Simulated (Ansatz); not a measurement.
# AlCl$_{2}$H···CH$_{4}$O: what the fields show

```yaml
atoms:
  - { symbol: Al, position_ang: [-2.1333, 0.2559, -0.2987] }
  - { symbol: H, position_ang: [-1.6687, -0.8443, 0.6718] }
  - { symbol: Cl, position_ang: [-1.5870, 0.1543, -2.3256] }
  - { symbol: Cl, position_ang: [-3.3553, 1.8390, 0.3230] }
  - { symbol: H, position_ang: [0.1485, -0.4300, 1.1612] }
  - { symbol: O, position_ang: [0.7664, 0.2842, 0.9455] }
  - { symbol: C, position_ang: [1.7434, -0.2247, 0.0644] }
  - { symbol: H, position_ang: [2.4222, 0.6021, -0.1886] }
  - { symbol: H, position_ang: [2.3514, -1.0262, 0.5278] }
  - { symbol: H, position_ang: [1.3124, -0.6104, -0.8809] }
```

Not at a stationary point (largest force 0.7 eV/Å).

The calculation used Ansatz, RKS PBE0-D4/def2-SVP.

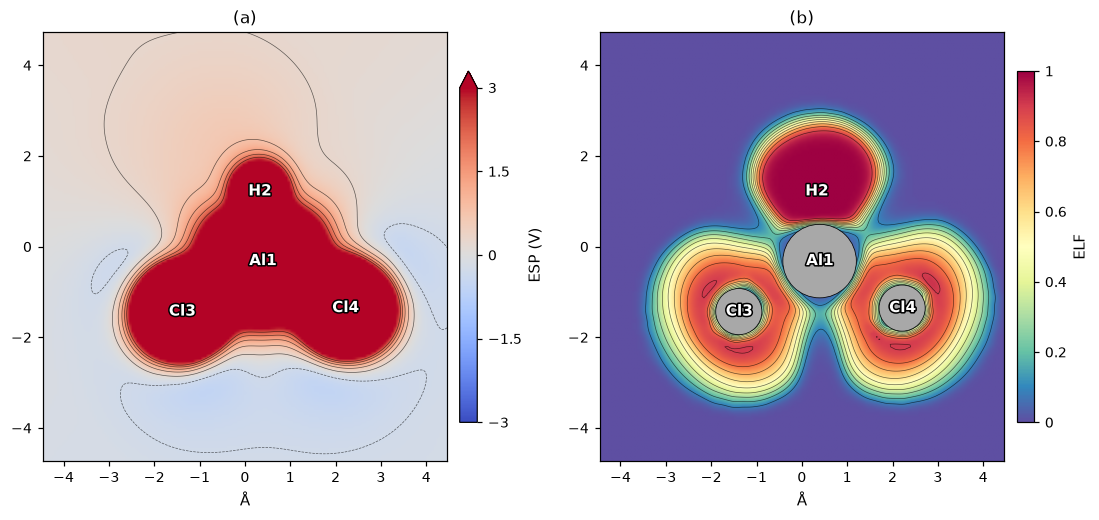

Figure 1. (a) electrostatic potential; (b) ELF on the plane of atoms Cl3, Al1 and Cl4. Grey discs cover the atomic cores in the ELF map.

**Describe what can be read from this map.**

- The plane passes through Al, H and Cl nuclei.
- Al–Cl (2.09 Å): the ELF peaks at about 0.85 in the valence shell of Cl, 0.9 Å from its nucleus, and is about 0.80 at the midpoint.
- Al–H (1.54 Å): the ELF climbs to about 1 towards the hydrogen.
- The ELF also peaks beside Cl3 and Cl4, away from the bonds: lone-pair regions.
- Outside the dense part of the complex the potential is most negative (−0.6 V) near Cl4.

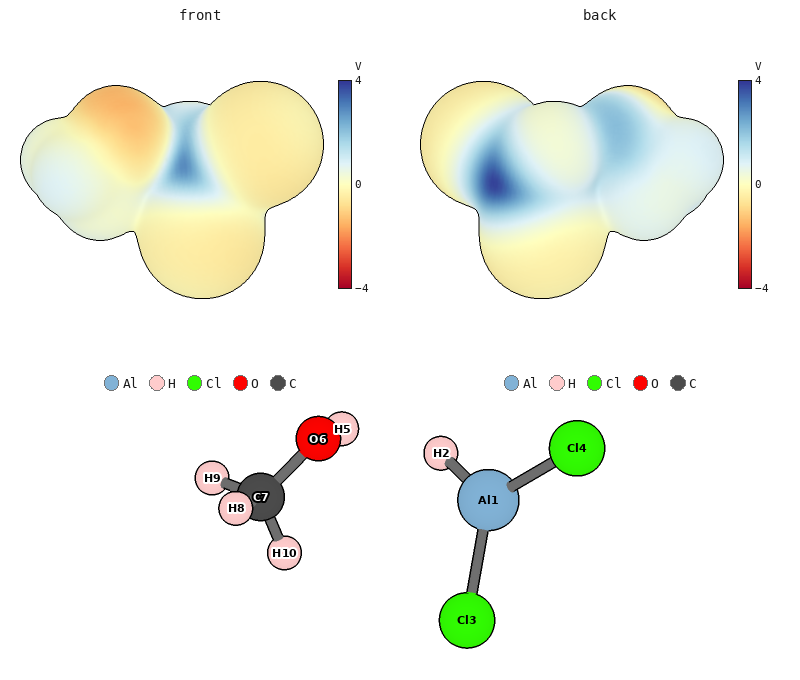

Figure 2. The molecular electrostatic potential painted on the density surface at 0.002 e/bohr³, seen from the front and from behind; the colour scale runs from red (negative) to blue (positive). The bare structure is drawn below in the same view.

**Which sites attract a positive test charge, and which a negative one?**

A positive charge is drawn to the negative regions and a negative charge to the positive ones. The most negative region (about −1.4 V) lies over O6, the most positive (about +3.6 V) over Al1. O6 is the likeliest acceptor of a hydrogen bond.

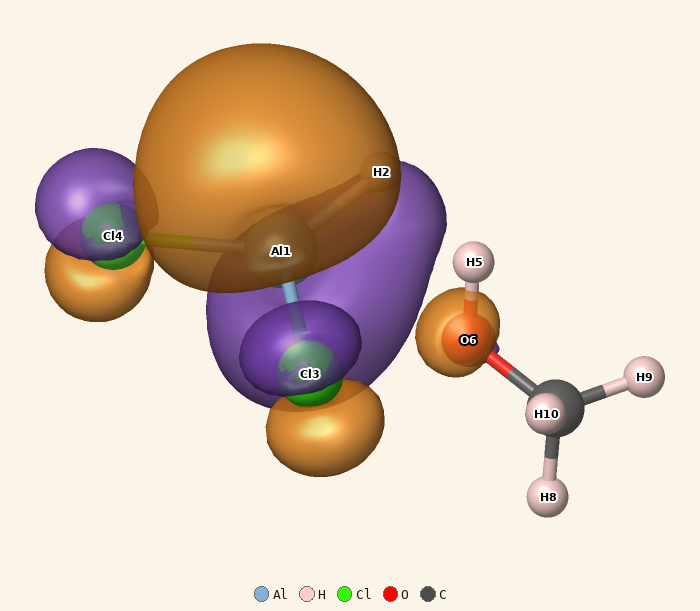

Figure 3. The LUMO at ±0.1 Å⁻³ᐟ² (orange and purple are the two phases), seen at an oblique angle.

**Describe this orbital and give its energy.**

Its weight (Hirshfeld) is mainly on Al1 (about 65 %), Cl4 (about 10 %) and Cl3 (about 10 %). Its energy is −1.11 eV.
